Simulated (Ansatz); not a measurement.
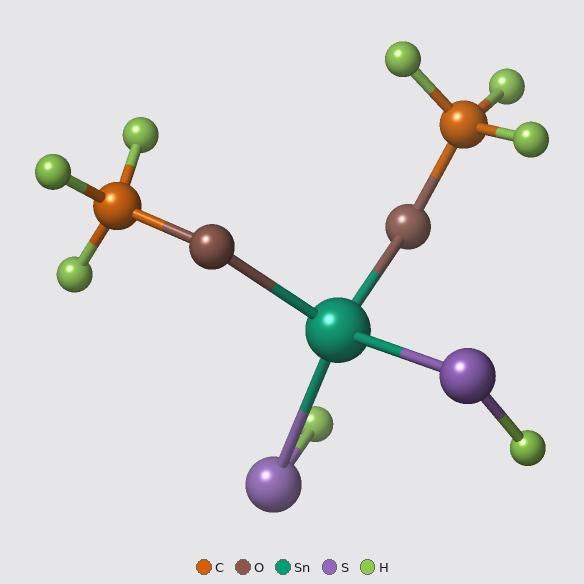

The computed structure is the end point of a PBE-D4/def2-SVP optimisation. No frequency run is at hand to confirm it as a minimum.

Draw it as a skeletal formula.

SMILES: C[O][Sn]([SH])([SH])[O]C

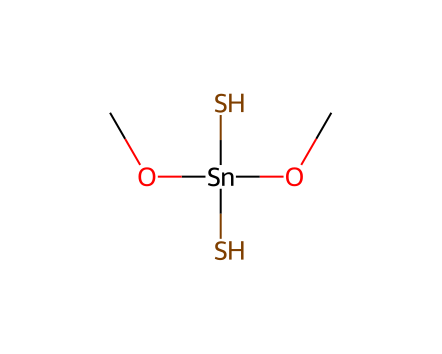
